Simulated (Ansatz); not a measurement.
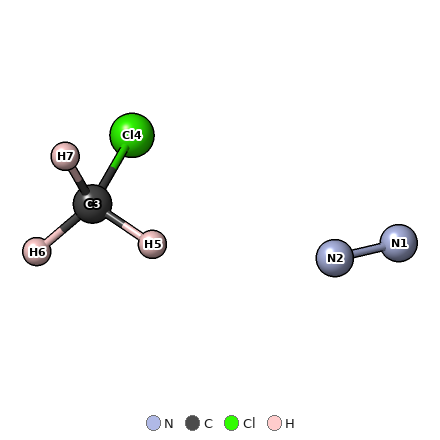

The system is the pair N₂···CH₃Cl; the picture shows the reference structure. The turn is about an axis along (−0.01, 1.00, −0.01) in the frame of the relaxed pair, normal to the line between the partners. Coordinates scanned: (1) distance Cl4···N2; (2) turn of N1, N2 about its own atom N2. The grid has 13 × 12 points. At 2 points there is no value. Points are written as (first, second). All energies are given in kJ/mol relative to the two partners far apart, frozen as in the relaxed pair, each in its own basis (no counterpoise correction). Energies and slopes of some neighbouring points disagree (a jump in structure or state, or too coarse a mesh). Level of theory: Ansatz 0.2.0, RKS PBE0-D4/def2-SVPD.

Its coordinates:

```yaml
atoms:
  - { symbol: N, position_ang: [0.6420, -0.0212, -3.2247] }
  - { symbol: N, position_ang: [-0.0570, -0.0178, -2.3787] }
  - { symbol: C, position_ang: [-0.2613, 0.0072, 1.1497] }
  - { symbol: Cl, position_ang: [1.4841, 0.0151, 0.7975] }
  - { symbol: H, position_ang: [-0.8060, -0.0021, 0.1999] }
  - { symbol: H, position_ang: [-0.5062, 0.9082, 1.7224] }
  - { symbol: H, position_ang: [-0.4957, -0.8892, 1.7339] }
```

Range: distance Cl4···N2 from 2.966 to 4.366 Å; turn of N1, N2 about its own atom N2 from −180 to 150°.

**What will the energy surface look like?**

The lowest grid point is at (3.496 Å, 0°), −7 kJ/mol from the two partners far apart, frozen as in the relaxed pair, each in its own basis (no counterpoise correction). The highest grid point, (2.966 Å, −150°), lies 458 kJ/mol above the lowest. At the highest point the unbonded atoms N1···H5 come to 1.28 Å, against 3.70 Å at the lowest; the sum of their van der Waals radii is about 2.9 Å.

```tsv
second ↓, first →	2.966	3.009	3.080	3.167	3.266	3.377	3.496	3.624	3.759	3.902	4.050	4.205	4.366
150	36	30	22	14	8	3	0	−3	−4	−4	−4	−4	−4
120	11	9	6	3	1	−1	−2	−3	−3	−3	−3	−3	−2
90	9	7	4	2	0	−1	−2	−3	−3	−3	−3	−3	−2
60	6	4	2	0	−2	−3	−4	−4	−4	−4	−4	−3	−3
30	1	0	−2	−4	−5	−6	−6	−6	−6	−5	−5	−4	−4
0	0	−1	−3	−5	−6	−7	−7	−7	−6	−6	−5	−5	−4
−30	6	4	1	−2	−4	−5	−6	−6	−6	−6	−5	−5	−4
−60	35	29	21	13	7	2	−1	−3	−4	−4	−4	−4	−4
−90	228	201	163	124	90	62	40	24	13	6	2	0	−2
−120	–	–	334	257	188	131	87	55	32	17	7	1	−2
−150	451	405	338	268	204	147	101	65	39	20	8	1	−3
−180	238	208	166	124	87	57	35	19	8	1	−2	−4	−5
```

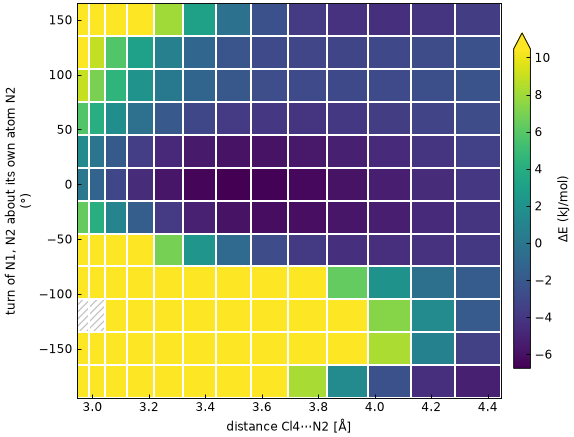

In the figure: one coloured cell a grid point, one colour for all values above the top of the scale, hatched blanks where no value was computed.

Each point was launched as `ansatz run input.yaml --threads 1 --pin off --max-ram 2560MiB --backend cpu --events-out ev --progress --plain --runs-dir out`. Time for the 154 points that were run: 11 min on 1 thread of Arm Neoverse V1 (shared host).
